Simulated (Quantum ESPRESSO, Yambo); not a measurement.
# SiC (Moissanite): a self-consistent loop beyond G0W0, cycle by cycle, part 2 of 2

Aim: iterate the self-energy on SiC (Moissanite) and follow the gap from cycle to cycle.

Quantum ESPRESSO 7.5 and Yambo 5.3.0; PBE and many-body steps on it, plane waves. Known limits of the many-body steps: not at the basis limit; coarse k mesh.

So far. Step 4 (G0W0): The gap on the mesh goes from 2.28 eV to 3.00 eV, a correction of +0.72 eV. Step 5 (evGW0, cycle 1): Against G0W0 in Yambo (3×3×4 mesh, 180 bands, screening to 210.9 eV, Godby-Needs plasmon pole), the gap moves by +0.082 eV.

**6. evGW0, cycle 2**

Level of this step: evGW0 on PBE, plane waves, norm-conserving pseudopotentials (Yambo).

The corrected levels of the last cycle go back in.

The input, gw3.in:

```
HF_and_locXC
gw0
dyson
ppa
em1d
rim_cut
RandQpts= 1000000
RandGvec= 1 RL
EXXRLvcs= 74 Ry
VXCRLvcs= 296 Ry
Chimod= "HARTREE"
% BndsRnXp
 1 | 180 |
%
NGsBlkXp= 15.5 Ry
% LongDrXp
 1 | 1 | 1 |
%
% GbndRnge
 1 | 180 |
%
DysSolver= "n"
ExtendOut
PPAPntXp= 27.21138 eV
% QPkrange
 1 | 10 | 1 | 14 |
%
GfnQPdb= "E < ./gw2_fix/ndb.QP"
```

Launch:

```console
$ OMP_NUM_THREADS=1 mpirun -n 4 yambo -F gw3.in -J gw3,gw1_W -C gw3 > gw3.log
```

The log of the run:

```text
 Yambo, version 5.3.0

 [02] CORE Variables Setup
 =========================

  [... cell, symmetries and grids as in the set-up ...]

  [02.05] Energies & Occupations
  ==============================

  [X] === General ===
  [X] Electronic Temperature                        :  0.000000  0.000000 [eV K]
  [X] Bosonic    Temperature                        :  0.000000  0.000000 [eV K]
  [X] Finite Temperature mode                       : no
  [X] El. density                                   :  0.38681E+24 [cm-3]
[...]
Sx RL components                                 :  3009

   QP @ state[ 1 ] K range                          :   1  10
   QP @ state[ 1 ] b range                          :   1  14
   GF energies kind                                 : Perdew, Burke & Ernzerhof(X)+Perdew, Burke & Ernzerhof(C)+ E < ./gw1/ndb.QP + @E Fit+ E < ./gw2_fix/
   GF WF`s kind                                     : Perdew, Burke & Ernzerhof(X)+Perdew, Burke & Ernzerhof(C)
   Xs energies kind                                 : Perdew, Burke & Ernzerhof(X)+Perdew, Burke & Ernzerhof(C)
   Xs WF`s kind                                     : Perdew, Burke & Ernzerhof(X)+Perdew, Burke & Ernzerhof(C)

 [13] Game Over & Game summary
```

The job ended after 14 min (4 MPI ranks of Arm Neoverse V1, shared host; peak memory 1.5 GiB; 57 min of CPU time).

Numbers from this step:

| Item | Value |
| --- | --- |
| quasiparticle gap on the mesh | 3.091 eV |
| gap of the density functional on the mesh | 2.283 eV |
| k of the valence top | 0, 0, 0 |
| k of the conduction bottom | 0.3333, 0.3333, 0 |
| least direct quasiparticle gap on the computed points | 5.361 eV |

Against the cycle before, the gap moves by +0.010 eV.

The program's own table gives 3.221 eV, which is too large where the input levels are shifted: this version takes Σc at the unshifted level E₀, yet steps from the shifted one. The value above is the Newton step from E₀, E₀ + Z(Σc + Σx − Vxc), rebuilt from the printed columns.

**7. evGW, cycle 1**

This step: evGW on PBE, plane waves, norm-conserving pseudopotentials.

gw4.in, as its differences from gw3.in of step 6:

```diff
@@ -27,2 +27,3 @@
 %
-GfnQPdb= "E < ./gw2_fix/ndb.QP"
+GfnQPdb= "E < ./gw1/ndb.QP"
+XfnQPdb= "E < ./gw1/ndb.QP"
```

Launch:

```console
$ OMP_NUM_THREADS=1 mpirun -n 4 yambo -F gw4.in -J gw4 -C gw4 > gw4.log
```

The log of the run:

```text
 Yambo, version 5.3.0

 [02] CORE Variables Setup
 =========================

  [... cell, symmetries and grids as in the set-up ...]

  [02.05] Energies & Occupations
  ==============================

  [X] === General ===
  [X] Electronic Temperature                        :  0.000000  0.000000 [eV K]
  [X] Bosonic    Temperature                        :  0.000000  0.000000 [eV K]
  [X] Finite Temperature mode                       : no
  [X] El. density                                   :  0.38681E+24 [cm-3]
[...]
Sx RL components                                 :  3009

   QP @ state[ 1 ] K range                          :   1  10
   QP @ state[ 1 ] b range                          :   1  14
   GF energies kind                                 : Perdew, Burke & Ernzerhof(X)+Perdew, Burke & Ernzerhof(C)+ E < ./gw1/ndb.QP + @E Fit
   GF WF`s kind                                     : Perdew, Burke & Ernzerhof(X)+Perdew, Burke & Ernzerhof(C)
   Xs energies kind                                 : Perdew, Burke & Ernzerhof(X)+Perdew, Burke & Ernzerhof(C)
   Xs WF`s kind                                     : Perdew, Burke & Ernzerhof(X)+Perdew, Burke & Ernzerhof(C)

 [15] Game Over & Game summary
```

Wall time 15 min (4 MPI ranks); peak memory 1.6 GiB.

Numbers from this step:

| Quantity | Value |
| --- | --- |
| quasiparticle gap on the mesh | 3.223 eV |
| gap of the density functional on the mesh | 2.283 eV |
| k of the valence top | 0, 0, 0 |
| k of the conduction bottom | 0.3333, 0.3333, 0 |
| least direct quasiparticle gap on the computed points | 5.503 eV |

Against G0W0 in Yambo (3×3×4 mesh, 180 bands, screening to 210.9 eV, Godby-Needs plasmon pole), the gap moves by +0.224 eV.

The program's own table gives 3.333 eV, which is too large where the input levels are shifted: this version takes Σc at the unshifted level E₀, yet steps from the shifted one. The value above is the Newton step from E₀, E₀ + Z(Σc + Σx − Vxc), rebuilt from the printed columns.

**8. evGW, cycle 2**

gw5.in, as its differences from gw4.in of step 7:

```diff
@@ -27,3 +27,3 @@
 %
-GfnQPdb= "E < ./gw1/ndb.QP"
-XfnQPdb= "E < ./gw1/ndb.QP"
+GfnQPdb= "E < ./gw4_fix/ndb.QP"
+XfnQPdb= "E < ./gw4_fix/ndb.QP"
```

Launch:

```console
$ OMP_NUM_THREADS=1 mpirun -n 4 yambo -F gw5.in -J gw5 -C gw5 > gw5.log
```

The log of the run:

```text
 Yambo, version 5.3.0

 [02] CORE Variables Setup
 =========================

  [... cell, symmetries and grids as in the set-up ...]

  [02.05] Energies & Occupations
  ==============================

  [X] === General ===
  [X] Electronic Temperature                        :  0.000000  0.000000 [eV K]
  [X] Bosonic    Temperature                        :  0.000000  0.000000 [eV K]
  [X] Finite Temperature mode                       : no
  [X] El. density                                   :  0.38681E+24 [cm-3]
[...]
Sx RL components                                 :  3009

   QP @ state[ 1 ] K range                          :   1  10
   QP @ state[ 1 ] b range                          :   1  14
   GF energies kind                                 : Perdew, Burke & Ernzerhof(X)+Perdew, Burke & Ernzerhof(C)+ E < ./gw1/ndb.QP + @E Fit+ E < ./gw4_fix/
   GF WF`s kind                                     : Perdew, Burke & Ernzerhof(X)+Perdew, Burke & Ernzerhof(C)
   Xs energies kind                                 : Perdew, Burke & Ernzerhof(X)+Perdew, Burke & Ernzerhof(C)
   Xs WF`s kind                                     : Perdew, Burke & Ernzerhof(X)+Perdew, Burke & Ernzerhof(C)

 [15] Game Over & Game summary
```

It took 15 min on 4 MPI ranks; peak memory 1.6 GiB; 61 min of CPU time.

Numbers from this step:

* quasiparticle gap on the mesh: 3.289 eV
* gap of the density functional on the mesh: 2.283 eV
* k of the valence top: 0, 0, 0
* k of the conduction bottom: 0.3333, 0.3333, 0
* least direct quasiparticle gap on the computed points: 5.584 eV

Against the cycle before, the gap moves by +0.066 eV.

The program's own table gives 3.429 eV, which is too large where the input levels are shifted: this version takes Σc at the unshifted level E₀, yet steps from the shifted one. The value above is the Newton step from E₀, E₀ + Z(Σc + Σx − Vxc), rebuilt from the printed columns.

**9. evGW, cycle 3**

gw6.in, as its differences from gw5.in of step 8:

```diff
@@ -27,3 +27,3 @@
 %
-GfnQPdb= "E < ./gw4_fix/ndb.QP"
-XfnQPdb= "E < ./gw4_fix/ndb.QP"
+GfnQPdb= "E < ./gw5_fix/ndb.QP"
+XfnQPdb= "E < ./gw5_fix/ndb.QP"
```

Launch:

```console
$ OMP_NUM_THREADS=1 mpirun -n 4 yambo -F gw6.in -J gw6 -C gw6 > gw6.log
```

The log of the run:

```text
 Yambo, version 5.3.0

 [02] CORE Variables Setup
 =========================

  [... cell, symmetries and grids as in the set-up ...]

  [02.05] Energies & Occupations
  ==============================

  [X] === General ===
  [X] Electronic Temperature                        :  0.000000  0.000000 [eV K]
  [X] Bosonic    Temperature                        :  0.000000  0.000000 [eV K]
  [X] Finite Temperature mode                       : no
  [X] El. density                                   :  0.38681E+24 [cm-3]
[...]
Sx RL components                                 :  3009

   QP @ state[ 1 ] K range                          :   1  10
   QP @ state[ 1 ] b range                          :   1  14
   GF energies kind                                 : Perdew, Burke & Ernzerhof(X)+Perdew, Burke & Ernzerhof(C)+ E < ./gw1/ndb.QP + @E Fit+ E < ./gw4_fix/
   GF WF`s kind                                     : Perdew, Burke & Ernzerhof(X)+Perdew, Burke & Ernzerhof(C)
   Xs energies kind                                 : Perdew, Burke & Ernzerhof(X)+Perdew, Burke & Ernzerhof(C)
   Xs WF`s kind                                     : Perdew, Burke & Ernzerhof(X)+Perdew, Burke & Ernzerhof(C)

 [15] Game Over & Game summary
```

The job ended after 15 min (4 MPI ranks; peak memory 1.6 GiB).

Numbers from this step:

| Property | Result |
| --- | --- |
| quasiparticle gap on the mesh | 3.309 eV |
| gap of the density functional on the mesh | 2.283 eV |
| k of the valence top | 0, 0, 0 |
| k of the conduction bottom | 0.3333, 0.3333, 0 |
| least direct quasiparticle gap on the computed points | 5.609 eV |

Against the cycle before, the gap moves by +0.020 eV.

The program's own table gives 3.457 eV, which is too large where the input levels are shifted: this version takes Σc at the unshifted level E₀, yet steps from the shifted one. The value above is the Newton step from E₀, E₀ + Z(Σc + Σx − Vxc), rebuilt from the printed columns.

**10. evGW, cycle 4**

gw7.in, as its differences from gw6.in of step 9:

```diff
@@ -27,3 +27,3 @@
 %
-GfnQPdb= "E < ./gw5_fix/ndb.QP"
-XfnQPdb= "E < ./gw5_fix/ndb.QP"
+GfnQPdb= "E < ./gw6_fix/ndb.QP"
+XfnQPdb= "E < ./gw6_fix/ndb.QP"
```

Launch:

```console
$ OMP_NUM_THREADS=1 mpirun -n 4 yambo -F gw7.in -J gw7 -C gw7 > gw7.log
```

The log of the run:

```text
 Yambo, version 5.3.0

 [02] CORE Variables Setup
 =========================

  [... cell, symmetries and grids as in the set-up ...]

  [02.05] Energies & Occupations
  ==============================

  [X] === General ===
  [X] Electronic Temperature                        :  0.000000  0.000000 [eV K]
  [X] Bosonic    Temperature                        :  0.000000  0.000000 [eV K]
  [X] Finite Temperature mode                       : no
  [X] El. density                                   :  0.38681E+24 [cm-3]
[...]
Sx RL components                                 :  3009

   QP @ state[ 1 ] K range                          :   1  10
   QP @ state[ 1 ] b range                          :   1  14
   GF energies kind                                 : Perdew, Burke & Ernzerhof(X)+Perdew, Burke & Ernzerhof(C)+ E < ./gw1/ndb.QP + @E Fit+ E < ./gw4_fix/
   GF WF`s kind                                     : Perdew, Burke & Ernzerhof(X)+Perdew, Burke & Ernzerhof(C)
   Xs energies kind                                 : Perdew, Burke & Ernzerhof(X)+Perdew, Burke & Ernzerhof(C)
   Xs WF`s kind                                     : Perdew, Burke & Ernzerhof(X)+Perdew, Burke & Ernzerhof(C)

 [15] Game Over & Game summary
```

It took 15 min on 4 MPI ranks; peak memory 1.6 GiB.

Numbers from this step:

| Item | Value |
| --- | --- |
| quasiparticle gap on the mesh | 3.314 eV |
| gap of the density functional on the mesh | 2.283 eV |
| k of the valence top | 0, 0, 0 |
| k of the conduction bottom | 0.3333, 0.3333, 0 |
| least direct quasiparticle gap on the computed points | 5.616 eV |

Against the cycle before, the gap moves by +0.006 eV.

The program's own table gives 3.465 eV, which is too large where the input levels are shifted: this version takes Σc at the unshifted level E₀, yet steps from the shifted one. The value above is the Newton step from E₀, E₀ + Z(Σc + Σx − Vxc), rebuilt from the printed columns.

**11. Side by side**

Times are wall times on 4 MPI ranks of Arm Neoverse V1, shared host, good to a factor of about two.

```csv
run,mesh,bands,screening cutoff (eV),DFT gap (eV),gap on the mesh (eV),direct (eV),time
G0W0,3×3×4,180,210.9,2.283,2.999,5.225,15 min
"evGW0, cycle 1",3×3×4,180,210.9,2.283,3.081,5.345,14 min
"evGW0, cycle 2",3×3×4,180,210.9,2.283,3.091,5.361,14 min
"evGW, cycle 1",3×3×4,180,210.9,2.283,3.223,5.503,15 min
"evGW, cycle 2",3×3×4,180,210.9,2.283,3.289,5.584,15 min
"evGW, cycle 3",3×3×4,180,210.9,2.283,3.309,5.609,15 min
"evGW, cycle 4",3×3×4,180,210.9,2.283,3.314,5.616,15 min
```

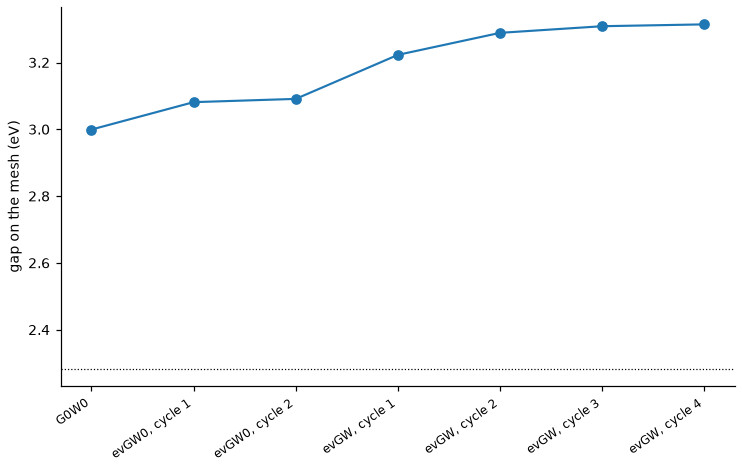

The gap through the cycles; the dotted line is the starting gap.

**12. Results**

```
G0W0           : 2.999 eV
evGW0, cycle 1 : 3.081 eV
evGW0, cycle 2 : 3.091 eV
evGW, cycle 1  : 3.223 eV
evGW, cycle 2  : 3.289 eV
evGW, cycle 3  : 3.309 eV
evGW, cycle 4  : 3.314 eV
known limits   : not at the basis limit; coarse k mesh
```

evGW0 ends at 3.09 eV, +0.09 eV from G0W0, after 2 cycles that took 28 min beside the first screening; the last moved the gap by 0.010 eV. evGW ends at 3.31 eV, +0.31 eV from G0W0, after 4 cycles that took 60 min beside the first screening; the last moved the gap by 0.006 eV. Against experiment, by evGW, cycle 4: the gap of 3.31 eV lies −0.02 eV from the measured 3.33 eV (kind not stated, quoted 2020). These are gaps on the mesh, at modest bands and cutoff. The calculation has static nuclei and no excitons; a measured gap holds zero-point and thermal motion, which mostly lowers it. Bands and cutoff are finite, so the gap is not at the basis limit. The miss can reach some tenths of an eV and take either sign; the mesh is an error of its own. The 3×3×4 mesh is coarse for this cell, which bears on the long-range parts of exchange and screening.

[Paths, hosts, dates, memory and timing lines, banners, echoed tables and standing remarks are left out of the program output.]

[Logs are printed without paths, hosts, clocks, repeated set-up lines and the standing remarks that a program may print on its own settings, such as how far it seeks lower states.]

[Runs of the session that timed out or met a known fault of the program may be left out.]

[Hosts, paths, dates, database ids (printed as entryN), source tags and the programs' standing remarks are cut or masked in the printed files.]
